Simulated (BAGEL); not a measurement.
# HF/def2-SVPD (density fitting with qzvpp-jkfit) run of SiH2SO (SMILES O[Si]S)

What is the vertical electron affinity of SiH2SO at HF/def2-SVPD (density fitting with qzvpp-jkfit)? 

The calculation is run with BAGEL 1.2.2.

1 further run of the same task is left out (set aside as unsound or not needed). Runs told in other sessions of the task aren't counted.

## (1) The structure to begin with

SiH2SO has 5 atoms, charge 0, and is taken as a singlet. As SMILES, `O[Si]S`. Geometry: relaxed at PBE0-D4/def2-TZVP. This is one conformer, not always the lowest.

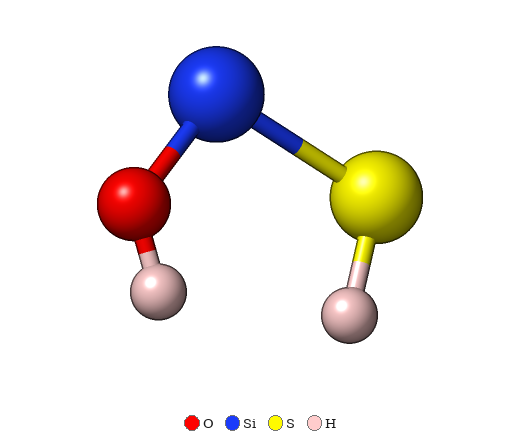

Viewed from a chosen angle; oxygen red, silicon blue, sulfur yellow, hydrogen pink.

## (2) The energy at HF/def2-SVPD (density fitting with qzvpp-jkfit)

Contents of input.json:

```json
{ "bagel": [

{
  "title": "molecule",
  "basis": "def2-svpd.json",
  "df_basis": "qzvpp-jkfit",
  "angstrom": true,
  "geometry": [
    { "atom": "O", "xyz": [   -1.194700,   -0.658900,   -0.325800 ] },
    { "atom": "Si", "xyz": [   -0.956800,    0.951300,   -0.079500 ] },
    { "atom": "S", "xyz": [    1.167700,    1.118600,    0.360300 ] },
    { "atom": "H", "xyz": [   -0.489400,   -1.308100,   -0.267200 ] },
    { "atom": "H", "xyz": [    1.523000,   -0.176500,    0.270700 ] }
  ]
},
{ "title": "hf" },
{ "title": "print", "file": "orbitals.molden", "orbitals": true }

]}
```

The basis set def2-SVPD is read from a file made from the Basis Set Exchange's data (not shown).

Started as:

```console
BAGEL_NUM_THREADS=1 BAGEL input.json > input.out
```

The log of the run:

```text
* using 1 threads per process

  ===============================================================
  ===============================================================

  *** Geometry ***

  { "atom" : "O", "xyz" : [     -2.257656,     -1.245141,     -0.615673 ] },
  { "atom" : "Si", "xyz" : [     -1.808090,      1.797696,     -0.150233 ] },
  { "atom" : "S", "xyz" : [      2.206633,      2.113848,      0.680868 ] },
  { "atom" : "H", "xyz" : [     -0.924832,     -2.471951,     -0.504935 ] },
  { "atom" : "H", "xyz" : [      2.878053,     -0.333537,      0.511549 ] },

  Number of auxiliary basis functions:      369

  Since a DF basis is specified, we compute 2- and 3-index integrals:
    o Being stored without compression. Storage requirement is 0.024 GB

  Number of basis functions:       90
  Number of electrons      :       40

    * METHOD: MOLECULE                             0.09

  *** RHF ***

  === Nuclear Repulsion ===
   133.9315817728

      * DIIS with orbital gradients will be used.

  === RHF iteration (def2-svpd.json) ===
      0       -762.03637460          0.02188554           0.03
      1       -762.15827751          0.01828939           0.03
      2       -762.26422300          0.00184674           0.03
      3       -762.26682317          0.00059702           0.03
      4       -762.26717911          0.00017795           0.03
      5       -762.26721496          0.00004497           0.03
      6       -762.26721790          0.00001330           0.03
      7       -762.26721811          0.00000493           0.03
      8       -762.26721814          0.00000217           0.03
      9       -762.26721814          0.00000073           0.03
     10       -762.26721814          0.00000025           0.03
     11       -762.26721814          0.00000009           0.03
     12       -762.26721814          0.00000004           0.03
     13       -762.26721814          0.00000001           0.03
     14       -762.26721814          0.00000000           0.03
    * SCF iteration converged.

    * Permanent dipole moment:
           (   -0.333852,     0.705200,     0.021360) a.u.

    * METHOD: HF                                   0.52

    * METHOD: PRINT                                0.01

  ===============================================================
```

Wall time 0.76 s (1 thread of Intel Xeon 6975P-C (Granite Rapids), shared host); peak memory 0.099 GiB.

## (3) The doublet anion

Contents of hf.json:

```json
{ "bagel": [

{
  "title": "molecule",
  "basis": "def2-svpd.json",
  "df_basis": "qzvpp-jkfit",
  "angstrom": true,
  "geometry": [
    { "atom": "O", "xyz": [   -1.194700,   -0.658900,   -0.325800 ] },
    { "atom": "Si", "xyz": [   -0.956800,    0.951300,   -0.079500 ] },
    { "atom": "S", "xyz": [    1.167700,    1.118600,    0.360300 ] },
    { "atom": "H", "xyz": [   -0.489400,   -1.308100,   -0.267200 ] },
    { "atom": "H", "xyz": [    1.523000,   -0.176500,    0.270700 ] }
  ]
},
{
  "title": "uhf",
  "charge": -1,
  "nopen": 1
},
{
  "title": "print",
  "file": "orbitals.molden",
  "orbitals": true
}

]}
```

The basis set def2-SVPD is read from a file made from the Basis Set Exchange's data (not shown).

Started as:

```console
BAGEL_NUM_THREADS=1 BAGEL hf.json > hf.out
```

The log of the run:

```text
* using 1 threads per process

  ===============================================================
  ===============================================================

  *** Geometry ***

  { "atom" : "O", "xyz" : [     -2.257656,     -1.245141,     -0.615673 ] },
  { "atom" : "Si", "xyz" : [     -1.808090,      1.797696,     -0.150233 ] },
  { "atom" : "S", "xyz" : [      2.206633,      2.113848,      0.680868 ] },
  { "atom" : "H", "xyz" : [     -0.924832,     -2.471951,     -0.504935 ] },
  { "atom" : "H", "xyz" : [      2.878053,     -0.333537,      0.511549 ] },

  Number of auxiliary basis functions:      369

  Since a DF basis is specified, we compute 2- and 3-index integrals:
    o Being stored without compression. Storage requirement is 0.024 GB

  Number of basis functions:       90
  Number of electrons      :       40

    * METHOD: MOLECULE                             0.09

  *** Open-shell HF ***

  === Nuclear Repulsion ===
   133.9315817728

      * DIIS with orbital gradients will be used.

  === UHF iteration (def2-svpd.json) ===
      0       -761.99160446          0.04503627           0.07
      1       -762.12812732          0.03782943           0.07
      2       -762.18949592          0.02450643           0.07
      3       -762.24563290          0.00166319           0.07
      4       -762.24649813          0.00053814           0.07
      5       -762.24665675          0.00014737           0.07
      6       -762.24670301          0.00004608           0.07
      7       -762.24671486          0.00002000           0.06
      8       -762.24671807          0.00001083           0.07
      9       -762.24671917          0.00000445           0.07
     10       -762.24671933          0.00000159           0.06
     11       -762.24671934          0.00000076           0.06
     12       -762.24671934          0.00000032           0.06
     13       -762.24671934          0.00000014           0.07
     14       -762.24671934          0.00000007           0.07
     15       -762.24671934          0.00000004           0.07
     16       -762.24671934          0.00000003           0.06
     17       -762.24671934          0.00000001           0.06
     18       -762.24671934          0.00000001           0.06
    * SCF iteration converged.

    * S^2 (UHF) is 0.7865

    * Permanent dipole moment:
           (   -1.195059,     1.375524,    -0.065497) a.u.

    * METHOD: UHF                                  1.34

    * METHOD: PRINT                                0.01

  ===============================================================
```

Run time: 1.6 s. Hardware: 1 thread of Intel Xeon 6975P-C (Granite Rapids), shared host; peak memory 0.099 GiB.

## (4) Outcome

Level: HF/def2-SVPD (density fitting with qzvpp-jkfit).

| quantity | value |
| --- | --- |
| singlet SiH2SO: total energy | -762.26722 Eh |
| singlet SiH2SO: dipole moment | 1.98 D |
| singlet SiH2SO: HOMO energy | -9.51 eV |
| singlet SiH2SO: LUMO energy | 1.36 eV |
| singlet SiH2SO: HOMO–LUMO gap | 10.87 eV |
| doublet anion: total energy | -762.24672 Eh |
| doublet anion: ⟨S²⟩ | 0.786 |
| vertical electron affinity (to the doublet anion) | -0.558 eV |

**Reading.** The anion lies 0.56 eV (12.9 kcal/mol) above the neutral: the electron isn't bound at this level, and such a value depends on the basis. Hartree–Fock misses the correlation that binds many anions.
